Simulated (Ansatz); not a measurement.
Geometry relaxation of C$_{2}$H$_{3}$FSi (part 1 of 2)

C$_{2}$H$_{3}$FSi, computed with RKS PBE0-D4/def2-TZVP (Ansatz 0.2.0).

Figures and captions count atoms from 1; the log counts them from 0 in places.

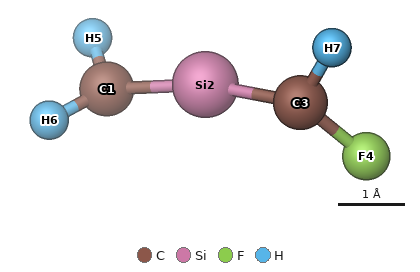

Figure 1. The starting structure (ball-and-stick view, seen at a tilt; atoms are numbered from 1 in the order of the input).

The input:
```yaml
crystal:
  periodic: [false, false, false]
  atoms:
    - {symbol: C, position_ang: [-1.266280, 1.213500, -0.280660]}
    - {symbol: Si, position_ang: [0.044810, 0.073400, -0.060610]}
    - {symbol: C, position_ang: [1.218080, -1.151060, 0.477650]}
    - {symbol: F, position_ang: [0.783090, -2.478990, 0.479580]}
    - {symbol: H, position_ang: [-1.458420, 1.616240, -1.264940]}
    - {symbol: H, position_ang: [-1.566370, 1.854240, 0.536170]}
    - {symbol: H, position_ang: [2.245090, -1.127340, 0.112810]}
basis:
  gaussian: {orbitals: def2-TZVP}
hamiltonian: {xc: pbe0, dispersion: d4}
relax: {f_tol: 0.005, max_steps: 200}
```

Hardware: 2 threads of Arm Neoverse V2, 95 GiB of memory available, shared host.

Launch command:
```bash
ansatz run in.yaml --threads 2 --pin off --events-out ev --progress --plain --max-ram 4352MiB
```

Output:
```
Functional definition: PBE0
  name "PBE0"
  cite "Adamo & Barone, J. Chem. Phys. 110, 6158 (1999) doi:10.1063/1.478522"
  cite "Perdew, Burke & Ernzerhof, Phys. Rev. Lett. 77, 3865 (1996) doi:10.1103/PhysRevLett.77.3865"
  parent pbe
  parameter a = 0.25
  parameter kappa = 0.804
  parameter beta = 0.06672455060314922
  exchange = (1 - a)*pbe_x(kappa = kappa, mu = beta*pi^2/3) + a*exact_x
  correlation = pbe_c(beta = beta)
916 factors; their error is unknown
mean field evaluation 1: about -12696.0789 eV, gradient 6.4e1 eV
mean field evaluation 2: about -12678.4872 eV, gradient 9.4e1 eV
mean field evaluation 4: about -12706.2916 eV, gradient 8.6e0 eV
mean field evaluation 8: about -12706.4924 eV, gradient 1.2e-1 eV
mean field evaluation 16: about -12706.5310 eV, gradient 3.4e-3 eV
mean field -12706.53102615 eV, -466.9564024149 hartree, gradient 6.6e-5 eV, S^2 0.000000; 0 other end points of the search recorded, 0 dependent functions left out
the calculation of the forces begins
reference -12706.53105263 eV, -466.9564033880 hartree; 19, 19 occupied and 129, 129 virtual orbitals, 916 factors
relax step   1: F+E_penalty+E_count = -12706.63235992 eV  Δ(F+E_penalty+E_count) = +0.000e0 eV  max|allowed force component| = 1.458e0 eV/Å  Δτ_max = 0.0000 Å  (30 SCF iters, accepted)
these checks for a lower state are left out or cut short: starts, cluster_reference, orbital_swaps, neighbouring_geometries, increment
916 factors; their error is unknown
mean field -12706.71837231 eV, -466.9632872595 hartree, gradient 2.5e-5 eV, S^2 0.000000; 0 other end points of the search recorded, 0 dependent functions left out
[... from here on the field's lines of each further geometry are left out, up to the last ...]
relax step   2: F+E_penalty+E_count = -12706.81984423 eV  Δ(F+E_penalty+E_count) = -1.875e-1 eV  max|allowed force component| = 1.607e0 eV/Å  Δτ_max = 0.1966 Å  (38 SCF iters, accepted)
relax step   3: F+E_penalty+E_count = -12706.92548710 eV  Δ(F+E_penalty+E_count) = -1.056e-1 eV  max|allowed force component| = 1.135e0 eV/Å  Δτ_max = 0.0649 Å  (34 SCF iters, accepted)
relax step   4: F+E_penalty+E_count = -12706.93124696 eV  Δ(F+E_penalty+E_count) = -5.760e-3 eV  max|allowed force component| = 8.404e-1 eV/Å  Δτ_max = 0.1999 Å  (39 SCF iters, accepted)
relax step   5: F+E_penalty+E_count = -12706.98429412 eV  Δ(F+E_penalty+E_count) = -5.305e-2 eV  max|allowed force component| = 4.009e-1 eV/Å  Δτ_max = 0.1405 Å  (32 SCF iters, accepted)
relax step   6: F+E_penalty+E_count = -12706.99144267 eV  Δ(F+E_penalty+E_count) = -7.149e-3 eV  max|allowed force component| = 1.342e-1 eV/Å  Δτ_max = 0.0246 Å  (33 SCF iters, accepted)
relax step   7: F+E_penalty+E_count = -12706.99950783 eV  Δ(F+E_penalty+E_count) = -8.065e-3 eV  max|allowed force component| = 1.384e-1 eV/Å  Δτ_max = 0.0940 Å  (32 SCF iters, accepted)
relax step   8: F+E_penalty+E_count = -12707.00515489 eV  Δ(F+E_penalty+E_count) = -5.647e-3 eV  max|allowed force component| = 1.329e-1 eV/Å  Δτ_max = 0.0304 Å  (35 SCF iters, accepted)
relax step   9: F+E_penalty+E_count = -12706.99396554 eV  Δ(F+E_penalty+E_count) = +1.119e-2 eV  max|allowed force component| = 3.912e-1 eV/Å  Δτ_max = 0.1234 Å  (33 SCF iters, rejected (line search))
relax step  10: F+E_penalty+E_count = -12707.00982472 eV  Δ(F+E_penalty+E_count) = -4.670e-3 eV  max|allowed force component| = 1.075e-1 eV/Å  Δτ_max = 0.0614 Å  (34 SCF iters, accepted)
relax step  11: F+E_penalty+E_count = -12707.01129176 eV  Δ(F+E_penalty+E_count) = -1.467e-3 eV  max|allowed force component| = 1.057e-1 eV/Å  Δτ_max = 0.0500 Å  (33 SCF iters, accepted)
relax step  12: F+E_penalty+E_count = -12707.01223987 eV  Δ(F+E_penalty+E_count) = -9.481e-4 eV  max|allowed force component| = 5.868e-2 eV/Å  Δτ_max = 0.0130 Å  (33 SCF iters, accepted)
relax step  13: F+E_penalty+E_count = -12707.01240859 eV  Δ(F+E_penalty+E_count) = -1.687e-4 eV  max|allowed force component| = 1.924e-2 eV/Å  Δτ_max = 0.0065 Å  (33 SCF iters, accepted)
relax step  14: F+E_penalty+E_count = -12707.01246761 eV  Δ(F+E_penalty+E_count) = -5.902e-5 eV  max|allowed force component| = 9.860e-3 eV/Å  Δτ_max = 0.0023 Å  (36 SCF iters, accepted)
relax step  15: F+E_penalty+E_count = -12707.01250461 eV  Δ(F+E_penalty+E_count) = -3.700e-5 eV  max|allowed force component| = 8.739e-3 eV/Å  Δτ_max = 0.0026 Å  (36 SCF iters, accepted)
relax step  16: F+E_penalty+E_count = -12707.01257456 eV  Δ(F+E_penalty+E_count) = -6.995e-5 eV  max|allowed force component| = 1.772e-2 eV/Å  Δτ_max = 0.0128 Å  (35 SCF iters, accepted)
relax step  17: F+E_penalty+E_count = -12707.01263195 eV  Δ(F+E_penalty+E_count) = -5.739e-5 eV  max|allowed force component| = 1.445e-2 eV/Å  Δτ_max = 0.0055 Å  (35 SCF iters, accepted)
relax step  18: F+E_penalty+E_count = -12707.01266214 eV  Δ(F+E_penalty+E_count) = -3.018e-5 eV  max|allowed force component| = 1.339e-2 eV/Å  Δτ_max = 0.0045 Å  (36 SCF iters, accepted)
relax step  19: F+E_penalty+E_count = -12707.01268626 eV  Δ(F+E_penalty+E_count) = -2.413e-5 eV  max|allowed force component| = 2.145e-2 eV/Å  Δτ_max = 0.0111 Å  (34 SCF iters, accepted)
relax step  20: F+E_penalty+E_count = -12707.01271498 eV  Δ(F+E_penalty+E_count) = -2.872e-5 eV  max|allowed force component| = 6.506e-3 eV/Å  Δτ_max = 0.0037 Å  (36 SCF iters, accepted)
relax step  21: F+E_penalty+E_count = -12707.01271958 eV  Δ(F+E_penalty+E_count) = -4.595e-6 eV  max|allowed force component| = 6.301e-3 eV/Å  Δτ_max = 0.0008 Å  (36 SCF iters, accepted)
the calculation of the forces begins
reference -12706.90879185 eV, -466.9702850484 hartree; 19, 19 occupied and 129, 129 virtual orbitals, 916 factors
relax step  22: F+E_penalty+E_count = -12707.01272165 eV  Δ(F+E_penalty+E_count) = -2.079e-6 eV  max|allowed force component| = 4.357e-3 eV/Å  Δτ_max = 0.0007 Å  (36 SCF iters, accepted)
916 factors; their error is unknown
mean field evaluation 192: about -12706.9088 eV, gradient 2.4e-4 eV
```

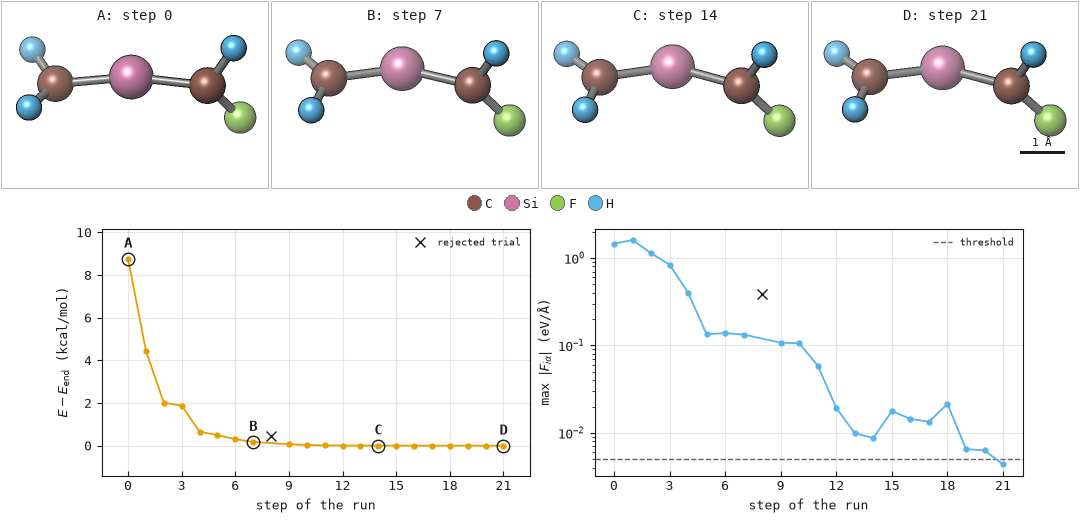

Figure 2. Frames of the relaxation (ball-and-stick view, seen at a tilt) above the curves, on which the letters mark them (the first geometry is step 0 here and step 1 in the log).

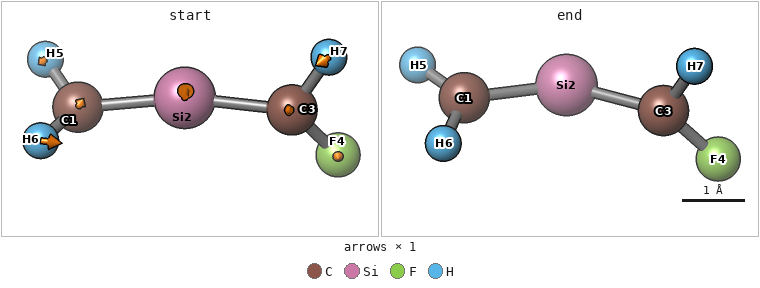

Figure 3. Before (left) and after (right) the relaxation, at one scale (ball-and-stick view, seen at a tilt). The orange arrows give the displacements, at true length. The largest move after the best rigid fit is that of Si2, 0.53 Å. By element the largest moves are Si 0.53 Å, H 0.38 Å, C 0.21 Å, F 0.18 Å. Among the contacts that change: C3–F4 1.397 → 1.335 Å, C1–Si2 1.751 → 1.700 Å, Si2–C3 1.779 → 1.761 Å. Among the angles that change: C1–Si2–C3 168.4° → 139.6°, Si2–C3–F4 116.7° → 123.3°, H5–C1–H6 114.7° → 117.4°. The energy falls by 8.77 kcal/mol in 21 geometry steps. Largest force component: 1.5 eV/Å at the start, 0.0044 eV/Å at the end. The line search rejected the trial step at point 8 (counted from 0) and went back. (Atoms are counted from 1 in the order of the input.)

```
mean field -12706.90876532 eV, -466.9702840732 hartree, gradient 2.5e-5 eV, S^2 0.000000; 1 other end points of the search recorded, 0 dependent functions left out
the calculation of the forces begins
reference -12706.90879185 eV, -466.9702850484 hartree; 19, 19 occupied and 129, 129 virtual orbitals, 916 factors
Total energy: -12707.01274819 eV, -466.9741053734 hartree
Atom 0 at    -1.064823     1.242482    -0.318663 Å, force    -0.000199     0.003417     0.004357 eV/Å
Atom 1 at    -0.075656    -0.122785    -0.535926 Å, force     0.000023    -0.000479    -0.003407 eV/Å
Atom 2 at     1.048260    -1.123523     0.378510 Å, force     0.001668    -0.000058    -0.001266 eV/Å
Atom 3 at     0.842959    -2.419298     0.623829 Å, force    -0.000033    -0.002708     0.001916 eV/Å
Atom 4 at    -1.543106     1.725661    -1.160120 Å, force    -0.000556    -0.000518    -0.001807 eV/Å
Atom 5 at    -1.323215     1.595881     0.672563 Å, force    -0.001146     0.000185    -0.000432 eV/Å
Atom 6 at     2.115582    -0.898427     0.339808 Å, force     0.000244     0.000160     0.000639 eV/Å
Dipole moment:     0.109740     0.105922    -0.078359 e Å
```

Trajectory as extended XYZ (Å, eV, eV/Å), 22 frames, from step=1 to step=22:
```
7
Properties=species:S:1:pos:R:3:forces:R:3 step=1 energy=-12706.63236
C    -1.2663    1.2135   -0.2807    1.4579  -0.7165   0.6930
Si    0.0448    0.0734   -0.0606   -0.2069   0.3751  -0.4390
C     1.2181   -1.1511    0.4777   -1.4042  -0.8100  -0.9962
F     0.7831   -2.4790    0.4796    0.3504   1.1109   0.3616
H    -1.4584    1.6162   -1.2649   -0.0222  -0.2616  -0.2281
H    -1.5664    1.8542    0.5362   -0.1754  -0.0716   0.2196
H     2.2451   -1.1273    0.1128    0.0004   0.3737   0.3891
7
Properties=species:S:1:pos:R:3:forces:R:3 step=2 energy=-12706.81984
C    -1.1534    1.3041   -0.2796    0.3752  -0.6259  -0.3473
Si    0.0232    0.0233   -0.2495   -0.4290   0.3767   0.0747
C     1.1549   -1.1739    0.3517    0.4855  -0.8242   0.0611
F     0.7948   -2.5053    0.5448    0.3430   1.6065  -0.2676
H    -1.5747    1.6105   -1.2611    0.4252  -0.2297   0.8222
H    -1.5243    1.8136    0.6183    0.2585  -0.2739  -0.3678
H     2.2795   -1.0723    0.2753   -1.4583  -0.0296   0.0246
7
Properties=species:S:1:pos:R:3:forces:R:3 step=3 energy=-12706.92549
C    -1.1741    1.2521   -0.2774    0.3843  -0.1699  -0.2390
Si    0.0071    0.0093   -0.2581   -0.1015   0.1943  -0.0004
C     1.1476   -1.1587    0.3445   -0.2395  -0.8138   0.1592
F     0.7934   -2.4742    0.5666    0.3134   1.1352  -0.2231
H    -1.5160    1.6341   -1.2467    0.0784  -0.2146   0.4297
H    -1.4958    1.7824    0.6168    0.0777  -0.1567  -0.1292
H     2.2377   -1.0449    0.2544   -0.5128   0.0256   0.0028
7
Properties=species:S:1:pos:R:3:forces:R:3 step=4 energy=-12706.93125
C    -1.1074    1.2448   -0.2918   -0.2548   0.1562  -0.0458
Si    0.0328   -0.0011   -0.3874   -0.0166  -0.1871  -0.0424
C     1.0948   -1.1677    0.3361    0.1308   0.8404   0.1454
F     0.7809   -2.4468    0.4850   -0.0018  -0.4924   0.1371
H    -1.6408    1.5477   -1.1898    0.2351   0.1579   0.1365
H    -1.3220    1.7775    0.6324   -0.0641  -0.2127  -0.1192
H     2.1617   -0.9544    0.4155   -0.0287  -0.2622  -0.2116
7
Properties=species:S:1:pos:R:3:forces:R:3 step=5 energy=-12706.98429
C    -1.1165    1.2487   -0.2911   -0.1854   0.1326   0.1021
Si    0.0274    0.0037   -0.3439   -0.0938   0.0237  -0.1645
C     1.1073   -1.1485    0.3634    0.4009   0.1275   0.0279
F     0.7712   -2.4289    0.5611    0.0526  -0.1216   0.0549
H    -1.5521    1.6094   -1.2185    0.0695   0.0443   0.1581
H    -1.4297    1.7157    0.6426    0.0695  -0.0955  -0.2247
H     2.1924   -1.0001    0.2863   -0.3132  -0.1112   0.0461
```
